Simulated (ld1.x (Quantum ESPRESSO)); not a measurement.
C: pseudopotential generation

System: carbon (C, Z = 6), core [He], reference valence 2s1.5 2p2.5, valence charge 4.
Method: TM semilocal potential, PBEsol, scalar-relativistic, made with ld1.x (Quantum ESPRESSO) 7.5.

**Input file**
```
 &input
   title='C', zed=6., rel=1, dft='PBESOL', iswitch=3,
   config='[He] 2s1.5 2p2.5',
   nld=2, rlderiv=2.35, eminld=-3.0, emaxld=5.0, deld=0.02
 /
 &inputp
   pseudotype=1, tm=.true., lloc=0,
   nlcc=.true., new_core_ps=.true., rcore=0.90,
   file_pseudopw='C.pp', file_wfcaegen='ae.wfc', file_wfcncgen='nc.wfc'
 /
2
2P  2  1   2.50   0.00  2.15  2.15  0.0
2S  1  0   1.50   0.00  0.90  0.90  0.0
 &test
   configts(1)='2s1.5 2p2.5'
 /
```

**Input of the test run**
```
 &input
   title='C', zed=6., rel=1, dft='PBESOL', iswitch=2,
   config='[He] 2s1.5 2p2.5'
 /
 &test
   file_pseudo='C.pp', nconf=8,
   configts(1)='2s1.5 2p2.5',
   configts(2)='2s2 2p2',
   configts(3)='2s2 2p1',
   configts(4)='2s2 2p0',
   configts(5)='2s1 2p0',
   configts(6)='2s0 2p4',
   configts(7)='2s2 2p1.5',
   configts(8)='2s2 2p2.3'
 /
```

Hardware: 1 CPU thread, shared host.

Command:
```bash
ld1.x < C.in > C.out
```

**Output**
```
     Program LD1 v.7.5
     --------------------------- All-electron run ----------------------------

     C
     scalar relativistic calculation

     atomic number is  6.00
     dft =PBESOL   lsd =0 sic =0 latt =0  beta=0.20 tr2=1.0E-14
     Exchange-correlation= PBESOL
                           (   1   4  10   8   0   0   0)
     mesh =1073 r(mesh) = 100.30751 a.u. xmin = -7.00 dx = 0.01250
     1 Ry =  13.60569312 eV, c = 137.03599908

     n l     nl                  e(Ry)          e(Ha)          e(eV)
     1 0     1S 1( 2.00)       -20.0306       -10.0153      -272.5304
     2 0     2S 1( 1.50)        -1.0205        -0.5102       -13.8844
     2 1     2P 1( 2.50)        -0.4011        -0.2006        -5.4575

     final scf error:  4.7E-15 reached in  19 iterations

     Etot =     -74.877427 Ry,     -37.438713 Ha,   -1018.759289 eV

     Ekin =      74.631617 Ry,      37.315808 Ha,    1015.414875 eV
     Encl =    -174.932499 Ry,     -87.466250 Ha,   -2380.077899 eV
     Eh   =      35.157358 Ry,      17.578679 Ha,     478.340229 eV
     Exc  =      -9.733903 Ry,      -4.866951 Ha,    -132.436493 eV

     normalization and overlap integrals

     s(1S/1S) =  1.000000  <r> =   0.2713  <r2> =    0.0997  r(max) =   0.1752
     s(2S/2S) =  1.000000  <r> =   1.5731  <r2> =    2.9948  r(max) =   1.2162
     s(2P/2P) =  1.000000  <r> =   1.7870  <r2> =    4.1800  r(max) =   1.2011

     ------------------------ End of All-electron run ------------------------

     --------------------- Generating NC pseudopotential ---------------------

      Generating local pot.: lloc=0, matching radius rcloc =   0.9000

      Computing core charge for nlcc:

       r > 0.90 : true rho core
      Core charge pseudized with two Bessel functions
      Integrated core pseudo-charge :   0.26

      Wfc   2P  rcut= 2.135  Using Troullier-Martins method

     ------------------- End of pseudopotential generation -------------------

     --------------------------- All-electron run ----------------------------

     C
     scalar relativistic calculation

     atomic number is  6.00
     dft =PBESOL   lsd =0 sic =0 latt =0  beta=0.20 tr2=1.0E-14
     Exchange-correlation= PBESOL
                           (   1   4  10   8   0   0   0)
     mesh =1073 r(mesh) = 100.30751 a.u. xmin = -7.00 dx = 0.01250
     1 Ry =  13.60569312 eV, c = 137.03599908

     n l     nl                  e(Ry)          e(Ha)          e(eV)
     1 0     1S 1( 2.00)       -20.0306       -10.0153      -272.5304
     2 0     2S 1( 1.50)        -1.0205        -0.5102       -13.8844
     2 1     2P 1( 2.50)        -0.4011        -0.2006        -5.4575

     final scf error:  4.7E-15 reached in  19 iterations

     Etot =     -74.877427 Ry,     -37.438713 Ha,   -1018.759289 eV

     Ekin =      74.631617 Ry,      37.315808 Ha,    1015.414875 eV
     Encl =    -174.932499 Ry,     -87.466250 Ha,   -2380.077899 eV
     Eh   =      35.157358 Ry,      17.578679 Ha,     478.340229 eV
     Exc  =      -9.733903 Ry,      -4.866951 Ha,    -132.436493 eV

     normalization and overlap integrals

     s(1S/1S) =  1.000000  <r> =   0.2713  <r2> =    0.0997  r(max) =   0.1752
     s(2S/2S) =  1.000000  <r> =   1.5731  <r2> =    2.9948  r(max) =   1.2162
     s(2P/2P) =  1.000000  <r> =   1.7870  <r2> =    4.1800  r(max) =   1.2011

     ------------------------ End of All-electron run ------------------------

     Computing logarithmic derivative in   2.34435
     Computing logarithmic derivative in   2.34435
     Computing the partial wave expansion
       no projector for channel:   0
     R is outside the sphere for l=    1 j= 0.00

     ---------------------- Testing the pseudopotential ----------------------

     C
     scalar relativistic calculation

     atomic number is  6.00   valence charge is  4.00
     dft =PBESOL   lsd =0 sic =0 latt =0  beta=0.20 tr2=1.0E-14
     mesh =1073 r(mesh) = 100.30751 xmin = -7.00 dx = 0.01250

     n l     nl             e AE (Ry)        e PS (Ry)    De AE-PS (Ry)
     1 0     2S   1( 1.50)       -1.02048       -1.02048        0.00000
     2 1     2P   1( 2.50)       -0.40112       -0.40112        0.00000

     eps = 2.2E-16  iter =  9

     Etot =     -74.877427 Ry,     -37.438713 Ha,   -1018.759289 eV
     Etotps =   -10.577035 Ry,      -5.288517 Ha,    -143.907891 eV

     Ekin =       4.530856 Ry,       2.265428 Ha,      61.645443 eV
     Encl =     -20.617351 Ry,     -10.308675 Ha,    -280.513345 eV
     Ehrt =       8.583313 Ry,       4.291657 Ha,     116.781924 eV
     Ecxc =      -3.073854 Ry,      -1.536927 Ha,     -41.821913 eV
     (Ecc =      -0.253015 Ry,      -0.126507 Ha,      -3.442443 eV)

     ---------------------- End of pseudopotential test ----------------------
```

**Output of the test run (extracts)**
```
     ---------------------- Testing the pseudopotential ----------------------

     C
     scalar relativistic calculation

     atomic number is  6.00   valence charge is  4.00
     dft =PBESOL   lsd =0 sic =0 latt =0  beta=0.20 tr2=1.0E-14
     mesh =1073 r(mesh) = 100.30751 xmin = -7.00 dx = 0.01250

     n l     nl             e AE (Ry)        e PS (Ry)    De AE-PS (Ry)
     1 0     2S   1( 1.50)       -1.02048       -1.02048        0.00000
     2 1     2P   1( 2.50)       -0.40112       -0.40112        0.00000

     eps = 2.5E-16  iter = 12

     Etot =     -74.877427 Ry,     -37.438713 Ha,   -1018.759289 eV
     Etotps =   -10.577035 Ry,      -5.288517 Ha,    -143.907891 eV

     Ekin =       6.638348 Ry,       3.319174 Ha,      90.319328 eV
     Encl =     -20.617351 Ry,     -10.308675 Ha,    -280.513345 eV
     Ehrt =       8.583313 Ry,       4.291657 Ha,     116.781924 eV
     Ecxc =      -3.073854 Ry,      -1.536927 Ha,     -41.821913 eV
     (Ecc =      -0.253015 Ry,      -0.126507 Ha,      -3.442443 eV)
     Epseu=      -2.107492 Ry,      -1.053746 Ha,     -28.673885 eV

     ---------------------- End of pseudopotential test ----------------------

     ---------------------- Testing the pseudopotential ----------------------

     C
     scalar relativistic calculation

     atomic number is  6.00   valence charge is  4.00
     dft =PBESOL   lsd =0 sic =0 latt =0  beta=0.20 tr2=1.0E-14
     mesh =1073 r(mesh) = 100.30751 xmin = -7.00 dx = 0.01250

     n l     nl             e AE (Ry)        e PS (Ry)    De AE-PS (Ry)
     1 0     2S   1( 2.00)       -1.00312       -1.00178       -0.00134
     2 1     2P   1( 2.00)       -0.38465       -0.38361       -0.00105

     eps = 5.8E-16  iter = 12

     Etot =     -75.186894 Ry,     -37.593447 Ha,   -1022.969813 eV
     Etotps =   -10.886428 Ry,      -5.443214 Ha,    -148.117401 eV
     dEtot_ae =      -0.309468 Ry
     dEtot_ps =      -0.309393 Ry,   Delta E=      -0.000075 Ry

     Ekin =       5.941778 Ry,       2.970889 Ha,      80.842009 eV
     Encl =     -20.729566 Ry,     -10.364783 Ha,    -282.040114 eV
     Ehrt =       8.662174 Ry,       4.331087 Ha,     117.854881 eV
     Ecxc =      -3.098817 Ry,      -1.549409 Ha,     -42.161556 eV
     (Ecc =      -0.253015 Ry,      -0.126507 Ha,      -3.442443 eV)
     Epseu=      -1.661997 Ry,      -0.830998 Ha,     -22.612620 eV

     ---------------------- End of pseudopotential test ----------------------

     ---------------------- Testing the pseudopotential ----------------------

     C
     scalar relativistic calculation

     atomic number is  6.00   valence charge is  4.00
     dft =PBESOL   lsd =0 sic =0 latt =0  beta=0.20 tr2=1.0E-14
     mesh =1073 r(mesh) = 100.30751 xmin = -7.00 dx = 0.01250

     n l     nl             e AE (Ry)        e PS (Ry)    De AE-PS (Ry)
     1 0     2S   1( 2.00)       -1.88303       -1.87916       -0.00387
     2 1     2P   1( 1.00)       -1.24262       -1.23324       -0.00938  !

     eps = 4.1E-16  iter =  9

     Etot =     -74.393944 Ry,     -37.196972 Ha,   -1012.181172 eV
     Etotps =   -10.097207 Ry,      -5.048604 Ha,    -137.379506 eV
     dEtot_ae =       0.483483 Ry
     dEtot_ps =       0.479827 Ry,   Delta E=       0.003655 Ry

     Ekin =       4.597749 Ry,       2.298874 Ha,      62.555560 eV
     Encl =     -16.625844 Ry,      -8.312922 Ha,    -226.206134 eV
     Ehrt =       5.457927 Ry,       2.728963 Ha,      74.258873 eV
     Ecxc =      -2.455244 Ry,      -1.227622 Ha,     -33.405296 eV
     (Ecc =      -0.253015 Ry,      -0.126507 Ha,      -3.442443 eV)
     Epseu=      -1.071795 Ry,      -0.535897 Ha,     -14.582509 eV

     ---------------------- End of pseudopotential test ----------------------

     ---------------------- Testing the pseudopotential ----------------------

     C
     scalar relativistic calculation

     atomic number is  6.00   valence charge is  4.00
     dft =PBESOL   lsd =0 sic =0 latt =0  beta=0.20 tr2=1.0E-14
     mesh =1073 r(mesh) = 100.30751 xmin = -7.00 dx = 0.01250

     n l     nl             e AE (Ry)        e PS (Ry)    De AE-PS (Ry)
     1 0     2S   1( 2.00)       -2.95303       -2.92866       -0.02437  !
     2 1     2P   1( 0.00)       -2.32081       -2.27216       -0.04865  !

     eps = 6.9E-16  iter =  9

     Etot =     -72.628609 Ry,     -36.314305 Ha,    -988.162571 eV
     Etotps =    -8.357088 Ry,      -4.178544 Ha,    -113.703978 eV
     dEtot_ae =       2.248817 Ry
     dEtot_ps =       2.219947 Ry,   Delta E=       0.028871 Ry

     Ekin =       2.270255 Ry,       1.135128 Ha,      30.888397 eV
     Encl =     -11.572454 Ry,      -5.786227 Ha,    -157.451263 eV
     Ehrt =       2.624821 Ry,       1.312410 Ha,      35.712506 eV
     Ecxc =      -1.679710 Ry,      -0.839855 Ha,     -22.853618 eV
     (Ecc =      -0.253015 Ry,      -0.126507 Ha,      -3.442443 eV)

     ---------------------- End of pseudopotential test ----------------------

     ---------------------- Testing the pseudopotential ----------------------

     C
     scalar relativistic calculation

     atomic number is  6.00   valence charge is  4.00
     dft =PBESOL   lsd =0 sic =0 latt =0  beta=0.20 tr2=1.0E-14
     mesh =1073 r(mesh) = 100.30751 xmin = -7.00 dx = 0.01250

     n l     nl             e AE (Ry)        e PS (Ry)    De AE-PS (Ry)
     1 0     2S   1( 1.00)       -4.10371       -4.06695       -0.03677  !
     2 1     2P   1( 0.00)       -3.51170       -3.41314       -0.09856  !

     eps = 6.1E-15  iter = 10

     Etot =     -69.103328 Ry,     -34.551664 Ha,    -940.198681 eV
     Etotps =    -4.861826 Ry,      -2.430913 Ha,     -66.148515 eV
     dEtot_ae =       5.774098 Ry
     dEtot_ps =       5.715209 Ry,   Delta E=       0.058889 Ry

     Ekin =       1.276345 Ry,       0.638172 Ha,      17.365553 eV
     Encl =      -5.944728 Ry,      -2.972364 Ha,     -80.882145 eV
     Ehrt =       0.694670 Ry,       0.347335 Ha,       9.451461 eV
     Ecxc =      -0.888112 Ry,      -0.444056 Ha,     -12.083384 eV
     (Ecc =      -0.253015 Ry,      -0.126507 Ha,      -3.442443 eV)

     ---------------------- End of pseudopotential test ----------------------

     ---------------------- Testing the pseudopotential ----------------------

     C
     scalar relativistic calculation

     atomic number is  6.00   valence charge is  4.00
     dft =PBESOL   lsd =0 sic =0 latt =0  beta=0.20 tr2=1.0E-14
     mesh =1073 r(mesh) = 100.30751 xmin = -7.00 dx = 0.01250

     n l     nl             e AE (Ry)        e PS (Ry)    De AE-PS (Ry)
     1 0     2S   1( 0.00)       -1.06630       -1.06991        0.00361
     2 1     2P   1( 4.00)       -0.44496       -0.44776        0.00280

     eps = 1.8E-16  iter = 12

     Etot =     -73.946776 Ry,     -36.973388 Ha,   -1006.097139 eV
     Etotps =    -9.645770 Ry,      -4.822885 Ha,    -131.237386 eV
     dEtot_ae =       0.930651 Ry
     dEtot_ps =       0.931265 Ry,   Delta E=      -0.000614 Ry

     Ekin =       8.801188 Ry,       4.400594 Ha,     119.746264 eV
     Encl =     -20.317832 Ry,     -10.158916 Ha,    -276.438191 eV
     Ehrt =       8.377382 Ry,       4.188691 Ha,     113.980082 eV
     Ecxc =      -3.009484 Ry,      -1.504742 Ha,     -40.946122 eV
     (Ecc =      -0.253015 Ry,      -0.126507 Ha,      -3.442443 eV)
     Epseu=      -3.497023 Ry,      -1.748511 Ha,     -47.579419 eV

     ---------------------- End of pseudopotential test ----------------------

     ---------------------- Testing the pseudopotential ----------------------

     C
     scalar relativistic calculation

     atomic number is  6.00   valence charge is  4.00
     dft =PBESOL   lsd =0 sic =0 latt =0  beta=0.20 tr2=1.0E-14
     mesh =1073 r(mesh) = 100.30751 xmin = -7.00 dx = 0.01250

     n l     nl             e AE (Ry)        e PS (Ry)    De AE-PS (Ry)
     1 0     2S   1( 2.00)       -1.41543       -1.41394       -0.00149
     2 1     2P   1( 1.50)       -0.78268       -0.77965       -0.00302

     eps = 2.5E-15  iter = 10

     Etot =     -74.897854 Ry,     -37.448927 Ha,   -1019.037221 eV
     Etotps =   -10.598278 Ry,      -5.299139 Ha,    -144.196920 eV
     dEtot_ae =      -0.020428 Ry
     dEtot_ps =      -0.021243 Ry,   Delta E=       0.000816 Ry

     Ekin =       5.395813 Ry,       2.697906 Ha,      73.413775 eV
     Encl =     -18.824200 Ry,      -9.412100 Ha,    -256.116286 eV
     Ehrt =       7.056757 Ry,       3.528378 Ha,      96.012066 eV
     Ecxc =      -2.800761 Ry,      -1.400381 Ha,     -38.106300 eV
     (Ecc =      -0.253015 Ry,      -0.126507 Ha,      -3.442443 eV)
     Epseu=      -1.425887 Ry,      -0.712943 Ha,     -19.400175 eV

     ---------------------- End of pseudopotential test ----------------------

     ---------------------- Testing the pseudopotential ----------------------

     C
     scalar relativistic calculation

     atomic number is  6.00   valence charge is  4.00
     dft =PBESOL   lsd =0 sic =0 latt =0  beta=0.20 tr2=1.0E-14
     mesh =1073 r(mesh) = 100.30751 xmin = -7.00 dx = 0.01250

     n l     nl             e AE (Ry)        e PS (Ry)    De AE-PS (Ry)
     1 0     2S   1( 2.00)       -0.78843       -0.78691       -0.00152
     2 1     2P   1( 2.30)       -0.18085       -0.18008       -0.00077

     eps = 8.3E-15  iter = 10

     Etot =     -75.270981 Ry,     -37.635490 Ha,   -1024.113864 eV
     Etotps =   -10.970252 Ry,      -5.485126 Ha,    -149.257889 eV
     dEtot_ae =      -0.393554 Ry
     dEtot_ps =      -0.393218 Ry,   Delta E=      -0.000336 Ry

     Ekin =       6.146357 Ry,       3.073179 Ha,      83.625453 eV
     Encl =     -21.695625 Ry,     -10.847813 Ha,    -295.184020 eV
     Ehrt =       9.574327 Ry,       4.787164 Ha,     130.265361 eV
     Ecxc =      -3.246608 Ry,      -1.623304 Ha,     -44.172357 eV
     (Ecc =      -0.253015 Ry,      -0.126507 Ha,      -3.442443 eV)
     Epseu=      -1.748704 Ry,      -0.874352 Ha,     -23.792327 eV

     ---------------------- End of pseudopotential test ----------------------
```

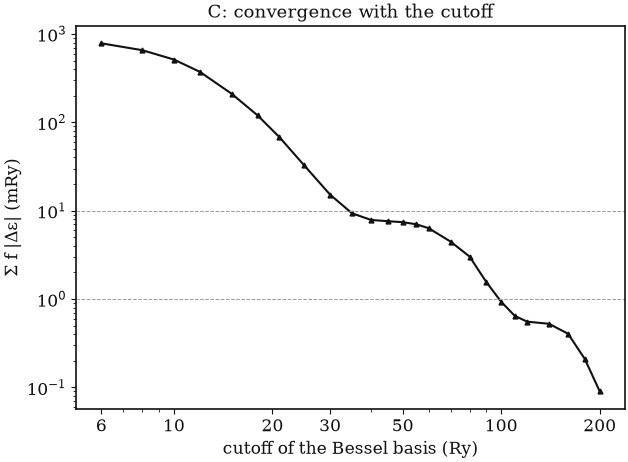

Figure 1. The pseudo-atom Hamiltonian at the reference potential is diagonalised in spherical Bessel functions (20 bohr box) up to the cutoff. Curve: occupation-weighted sum of the valence levels' distances from their values at 400 Ry.

- Cutoffs for 10 and 1 mRy in the occupation-weighted sum of levels: 35 Ry and 100 Ry, on the ladder of cutoffs that was run.
- Error at 21 Ry: about 68 mRy.

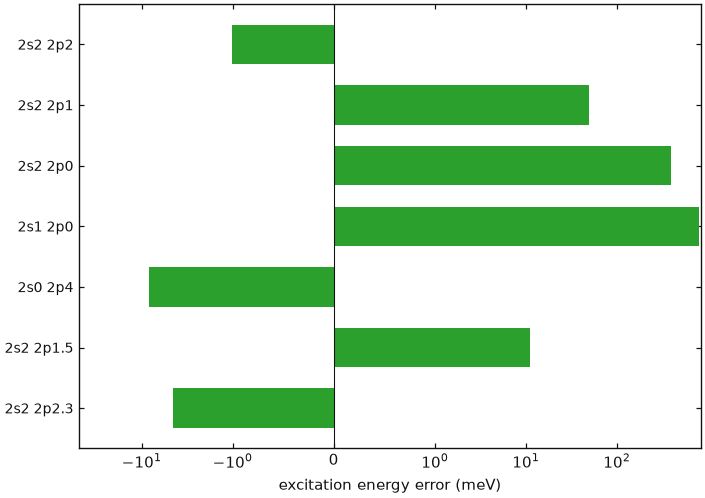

Figure 2. Errors, all-electron minus pseudo, of the energies of valence configurations relative to the unpolarised reference 2s1.5 2p2.5.

- Worst configuration: 2s1 2p0 (charge +3): the error is +801 meV on an all-electron energy of +78.56 eV relative to the reference, or 1 %.
- Configurations within 10 meV and within 50 meV: 3 and 5 of 7.

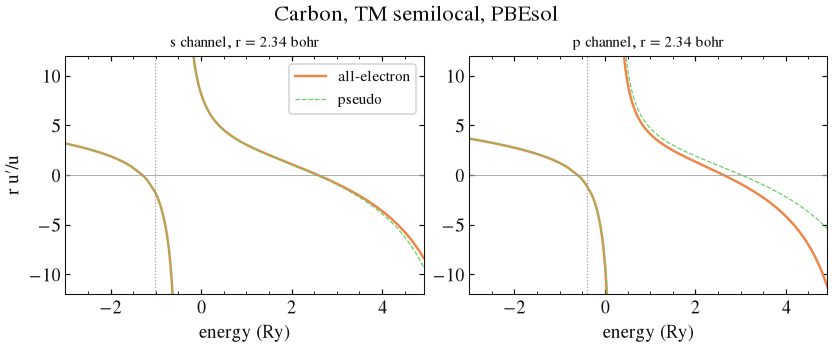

Figure 3. Logarithmic derivatives r u′/u at the test radius against energy, all-electron atom (solid) and pseudo-atom (dashed). Here u = r R(r). The dotted line marks the reference energy of the channel.

- Zeros of the logarithmic derivative: s: all-electron -1.3 and 2.6 Ry, pseudo -1.3 and 2.6 Ry; p: all-electron -0.6 and 2.6 Ry, pseudo -0.6 and 3.0 Ry.
- Ghost states: the plot shows none: pseudo and all-electron curves have the same branches in all channels drawn. The separate test gives: no ghost state below the valence levels in the p, s channels.
- Poles, where the radial function vanishes at the test radius: s: all-electron at -0.4 Ry, pseudo at -0.4 Ry; p: all-electron at 0.2 Ry, pseudo at 0.2 Ry.

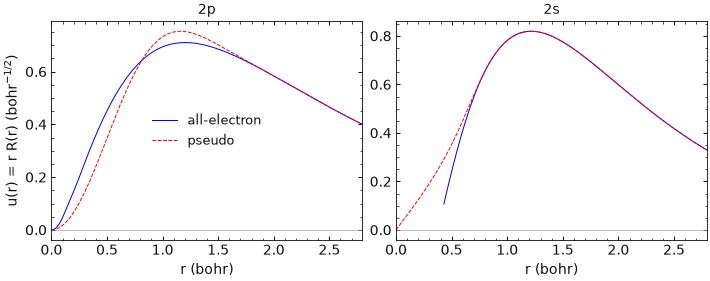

Figure 4. Partial waves u(r) = r R(r), all-electron (solid) and pseudo (dashed). The innermost oscillations of some all-electron curves aren't drawn. Reference configuration 2s1.5 2p2.5.

- Matching radii: 2p at 2.15 bohr; 2s at 0.90 bohr. The curves merge smoothly, so the plot gives these only roughly.
- Nodes of the pseudo-waves: 2p has no node; 2s has no node.
- Cutoffs needed: 35 Ry (loose) and 100 Ry (tight), as the cutoffs, on a coarse ladder, from which the occupation-weighted sum of valence levels, in a spherical-Bessel basis at the reference potential, stays within 10 and 1 mRy of its value at 400 Ry.

**Results in brief**

- outcome: generated
- cutoffs needed: 35 Ry and 100 Ry (the cutoffs, on a coarse ladder, from which the occupation-weighted sum of valence levels, in a spherical-Bessel basis at the reference potential, stays within 10 and 1 mRy of its value at 400 Ry); ghost states and empty shells don't enter this sum
- ghost test: no ghost state below the valence levels in the p, s channels (spherical-Bessel basis up to 400 Ry, 20 bohr box)
- largest excitation error: +801 meV (all-electron minus pseudo) for 2s1 2p0, out of 7 test configurations
- range over which the phases arctan(r u′/u) at the test radius agree within 0.05 rad (a looser test near the poles than one of phase shifts): s: up to about 2.3 Ry; p: up to about 1.4 Ry
- wall time: 0.53 s

**Remarks**

An excitation error of 801 meV in its own tests makes this a poorly transferable potential.
